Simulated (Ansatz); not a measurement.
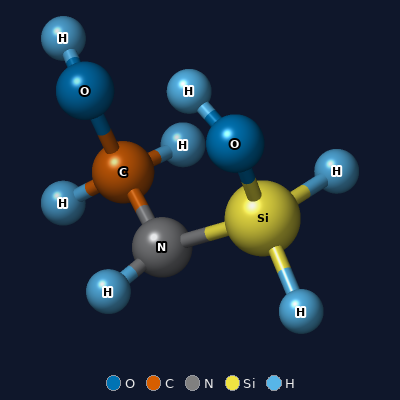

Structure of CH₇NO₂Si, SMILES OCN[SiH2]O.

Kohn-Sham orbital energies near the frontier, ωB97X-V/def2-TZVPP in the Ansatz code 0.2.0, at a PBE0-D4/def2-TZVP geometry (no frequency check), isolated molecule; empty levels in grey, levels within 0.03 eV side by side.

Question: Where do the frontier orbitals lie?

Answer: HOMO at −10.13 eV, LUMO at 2.65 eV, 12.78 eV apart.

Question: How far below the HOMO does the next level lie?

Answer: 0.69 eV.

Question: List the levels.

Answer:
| orbital | energy (eV) |
| --- | --- |
| LUMO+5 | 4.91 |
| LUMO+4 | 4.31 |
| LUMO+3 | 4.08 |
| LUMO+2 | 3.22 |
| LUMO+1 | 3.11 |
| LUMO | 2.65 |
| HOMO | −10.13 |
| HOMO−1 | −10.81 |
| HOMO−2 | −11.02 |
| HOMO−3 | −12.26 |
| HOMO−4 | −13.07 |
| HOMO−5 | −13.18 |
| HOMO−6 | −13.40 |
| HOMO−7 | −14.81 |
| HOMO−8 | −15.71 |
| HOMO−9 | −17.18 |

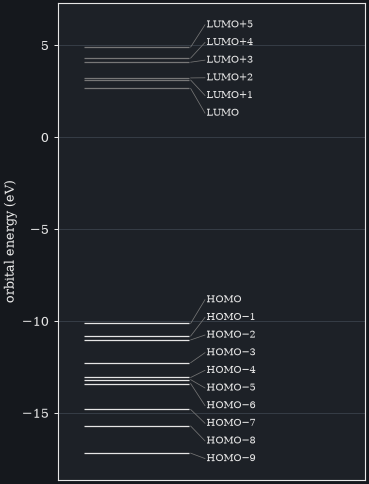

Note: one conformer of a flexible molecule; empty levels above zero depend strongly on the basis.
